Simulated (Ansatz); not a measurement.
# H₄O₂SSi (SMILES [SiH4].O=S=O): molecular dynamics

The task is to watch the atoms for 30 steps of 0.75 fs, started with velocities for 300 K and run with a Langevin thermostat.

Program: Ansatz 0.2.0, Gaussian basis. Level of theory: PBE0-D4/def2-SVP. These are calculated values, not measurements.

116 further runs of the same task are left out: 116 set aside as unsound or not needed.

## Step 1: The starting structure

The start, a pair relaxed at PBE0-D4: SMILES `[SiH4].O=S=O`, 8 atoms, charge 0, spin multiplicity 1.

Atoms are counted from 1 here; the program's logs count them from 0.

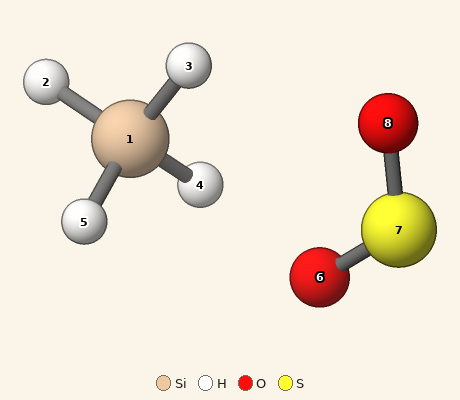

Start geometry, drawn with silicon light orange, hydrogen white, oxygen red, sulfur yellow; atoms are numbered from 1 in the order of the file.

Geometry (Å):

```xyz
8
charge 0, multiplicity 1
Si   -0.0957   -0.0618   -1.4370
H     0.2089   -0.2012   -2.8857
H     1.1727   -0.0978   -0.6681
H    -0.9702   -1.1855   -1.0178
H    -0.7887    1.2302   -1.2089
O    -0.9469    0.2153    1.8166
S     0.0147    0.0700    2.8678
O     1.4050    0.0304    2.5329
```

## Step 2: Dynamics

md/in.yaml

```yaml
crystal:
  periodic: [false, false, false]
  atoms:
    - {symbol: Si, position_ang: [-0.095697, -0.061762, -1.437030]}
    - {symbol: H, position_ang: [0.208940, -0.201157, -2.885720]}
    - {symbol: H, position_ang: [1.172730, -0.097771, -0.668073]}
    - {symbol: H, position_ang: [-0.970158, -1.185467, -1.017808]}
    - {symbol: H, position_ang: [-0.788667, 1.230205, -1.208912]}
    - {symbol: O, position_ang: [-0.946891, 0.215338, 1.816611]}
    - {symbol: S, position_ang: [0.014719, 0.070025, 2.867832]}
    - {symbol: O, position_ang: [1.405024, 0.030389, 2.532899]}
basis:
  gaussian: {orbitals: def2-SVP}
hamiltonian: {xc: pbe0, dispersion: d4}
md: {n_steps: 30, timestep: 0.75, temperature: 300, ensemble: nvt_langevin, seed: 695, friction: 0.01, initial_velocities: maxwell_boltzmann}
```

The run is started by

```sh
$ ansatz run in.yaml --threads 4 --pin off --events-out ev --progress --plain --max-ram 9574MiB
```

Log (excerpt; [...] marks lines left out):

```text
Functional definition: PBE0
  name "PBE0"
  cite "Adamo & Barone, J. Chem. Phys. 110, 6158 (1999) doi:10.1063/1.478522"
  cite "Perdew, Burke & Ernzerhof, Phys. Rev. Lett. 77, 3865 (1996) doi:10.1103/PhysRevLett.77.3865"
  parent pbe
[...]
850 factors; integrals over basis functions are off by at most 3.6e-4 eV
[...]
mean field -22849.44989282 eV, -839.7017956476 hartree, gradient 4.5e-5 eV, S^2 0.000000; 0 other end points of the search recorded, 0 dependent functions left out
[...]
reference -22849.44991544 eV, -839.7017964791 hartree; 25, 25 occupied and 59, 59 virtual orbitals, 850 factors
md step     0: t =     0.00 fs  T =   262.5 K  F+E_penalty+E_count = -22849.56114421 eV  E_kin = 0.271446 eV  (26 SCF iters)
[...]
md step     7: t =     5.25 fs  T =   193.4 K  F+E_penalty+E_count = -22849.47557051 eV  E_kin = 0.199958 eV  (32 SCF iters, 3 dispersion substeps)
[...]
md step    14: t =    10.50 fs  T =   177.6 K  F+E_penalty+E_count = -22849.45916290 eV  E_kin = 0.183684 eV  (31 SCF iters, 3 dispersion substeps)
[...]
md step    21: t =    15.75 fs  T =   225.1 K  F+E_penalty+E_count = -22849.47683981 eV  E_kin = 0.232811 eV  (31 SCF iters, 3 dispersion substeps)
[...]
md step    28: t =    21.00 fs  T =   297.3 K  F+E_penalty+E_count = -22849.51734624 eV  E_kin = 0.307426 eV  (31 SCF iters, 3 dispersion substeps)
[...]
md step    29: t =    21.75 fs  T =   319.5 K  F+E_penalty+E_count = -22849.52091769 eV  E_kin = 0.330366 eV  (31 SCF iters, 3 dispersion substeps)
[...]
md step    30: t =    22.50 fs  T =   311.3 K  F+E_penalty+E_count = -22849.51716064 eV  E_kin = 0.321868 eV  (27 SCF iters, 3 dispersion substeps)
Total energy: -22849.51718324 eV, -839.7042685249 hartree
Atom 0 at    -0.143228     0.030264    -1.474803 Å, force    -0.206309     0.942930     0.420497 eV/Å
Atom 1 at     0.184511    -0.157235    -2.946879 Å, force    -0.065956    -0.088972     0.516877 eV/Å
Atom 2 at     1.047843    -0.102243    -0.557583 Å, force    -0.084674    -0.026726    -0.406287 eV/Å
Atom 3 at    -1.199312    -0.878214    -0.949317 Å, force     0.000656    -0.247141    -0.278996 eV/Å
Atom 4 at    -0.719680     1.443397    -1.273434 Å, force     0.360248    -0.594147    -0.219188 eV/Å
Atom 5 at    -0.915349     0.193126     1.805329 Å, force     0.229286    -0.013138     0.312138 eV/Å
Atom 6 at     0.044098     0.076342     2.901448 Å, force     0.452619    -0.061587    -0.523709 eV/Å
Atom 7 at     1.458851    -0.105449     2.566149 Å, force    -0.685871     0.088782     0.178668 eV/Å
Dipole moment:    -0.098459    -0.023241     0.424081 e Å
```

It took 28 s on 4 threads of Arm Neoverse V2, shared host.

## Step 3: Frames and traces

Step by step:

```csv
time (fs),T (K),potential (meV),potential + kinetic (meV),Si1–H2 (Å),Si1–H5 (Å),S7–O8 (Å)
0.00,262,0.0,0.0,1.487,1.484,1.431
0.75,246,8.5,-8.6,1.508,1.475,1.428
1.50,224,26.3,-13.2,1.530,1.468,1.425
2.25,216,49.4,1.4,1.552,1.465,1.424
3.00,191,70.5,-3.0,1.569,1.465,1.424
3.75,169,83.4,-13.2,1.578,1.468,1.425
4.50,185,87.7,7.4,1.581,1.474,1.428
5.25,193,85.6,14.1,1.576,1.483,1.432
6.00,180,81.1,-4.6,1.567,1.491,1.436
6.75,202,76.1,13.9,1.554,1.500,1.441
7.50,189,72.3,-3.9,1.536,1.508,1.446
8.25,198,70.8,4.3,1.515,1.515,1.451
9.00,195,74.6,4.9,1.491,1.519,1.457
9.75,190,86.3,11.6,1.468,1.522,1.462
10.50,178,102.0,14.2,1.448,1.521,1.467
11.25,157,115.4,6.3,1.434,1.516,1.473
12.00,180,121.8,36.4,1.427,1.507,1.479
12.75,187,116.6,38.9,1.428,1.497,1.485
13.50,195,104.2,34.9,1.437,1.486,1.491
14.25,205,91.6,32.1,1.452,1.473,1.496
15.00,223,83.9,42.6,1.472,1.461,1.500
15.75,225,84.3,45.7,1.494,1.449,1.503
16.50,239,89.1,64.6,1.515,1.442,1.505
17.25,233,92.4,62.3,1.535,1.440,1.504
18.00,238,89.1,63.3,1.550,1.446,1.502
18.75,247,80.3,64.4,1.560,1.458,1.499
19.50,250,67.5,54.9,1.563,1.473,1.494
20.25,274,53.9,65.6,1.559,1.490,1.488
21.00,297,43.8,79.8,1.550,1.506,1.482
21.75,319,40.2,99.1,1.537,1.524,1.474
22.50,311,44.0,94.4,1.520,1.539,1.465
```

Energies count from the start.

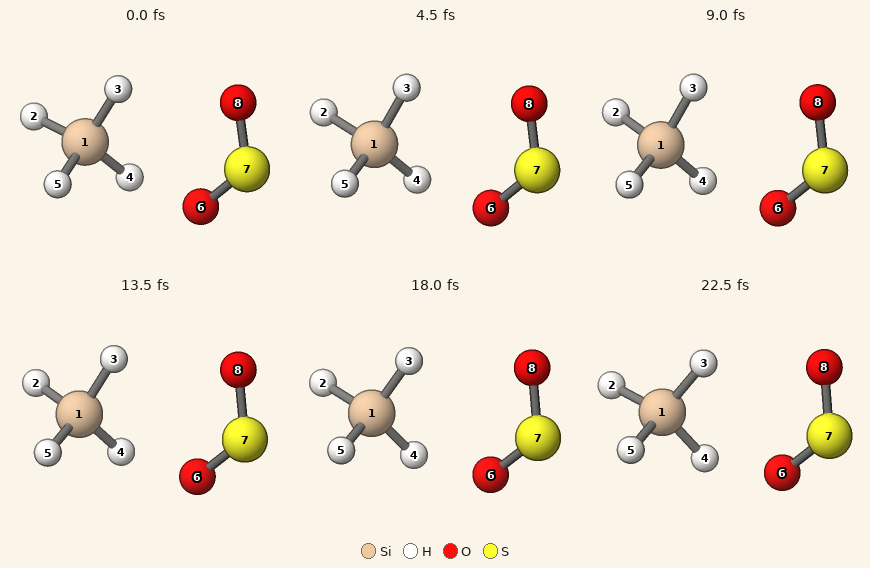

Six frames.

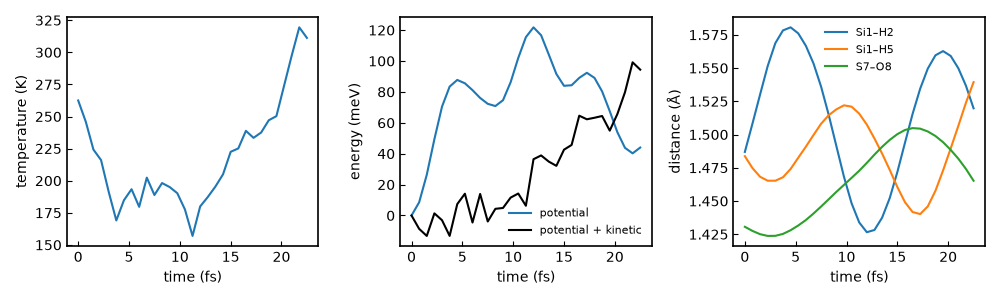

Temperature, energies and the distances followed.

Positions (Å) and forces (eV/Å) at 9.00 fs:

```xyz
8

Si   -0.119   -0.014   -1.447    0.439   -0.318   -0.079
H     0.329   -0.297   -2.841   -0.302    0.303   -0.328
H     1.218   -0.161   -0.770   -0.377    0.187    0.367
H    -1.023   -1.170   -1.112    0.024    0.346    0.177
H    -0.750    1.356   -1.269    0.206   -0.521   -0.065
O    -0.946    0.209    1.805    0.122   -0.004   -0.025
S     0.026    0.066    2.881    0.149   -0.015   -0.027
O     1.441   -0.025    2.548   -0.261    0.022   -0.020
```

Positions (Å) and forces (eV/Å) at 22.50 fs:

```xyz
8

Si   -0.143    0.030   -1.475   -0.206    0.943    0.420
H     0.185   -0.157   -2.947   -0.066   -0.089    0.517
H     1.048   -0.102   -0.558   -0.085   -0.027   -0.406
H    -1.199   -0.878   -0.949    0.001   -0.247   -0.279
H    -0.720    1.443   -1.273    0.360   -0.594   -0.219
O    -0.915    0.193    1.805    0.229   -0.013    0.312
S     0.044    0.076    2.901    0.453   -0.062   -0.524
O     1.459   -0.105    2.566   -0.686    0.089    0.179
```

## Step 4: What came out

```
                                                 quantity              value
                                                   length  30 steps, 22.5 fs
                                 temperature at the start              262 K
                            mean temperature, second half              236 K
lowest and highest potential energy, from the first frame      0 and 122 meV
                    largest change of potential + kinetic           99.1 meV
```

**Reading.** The thermostat trades energy with the molecule, so the sum of potential and kinetic energy isn't conserved: it changes by +94 meV over the run. The mean temperature of the second half is still well below the 300 K set. With 8 atoms the instant temperature spans 157 to 319 K. No bond breaks or forms, judged by distance. Under Langevin the temperature counts 3N degrees of freedom, more than the drawn velocities fill, so it starts at 262 K, not 300 K.
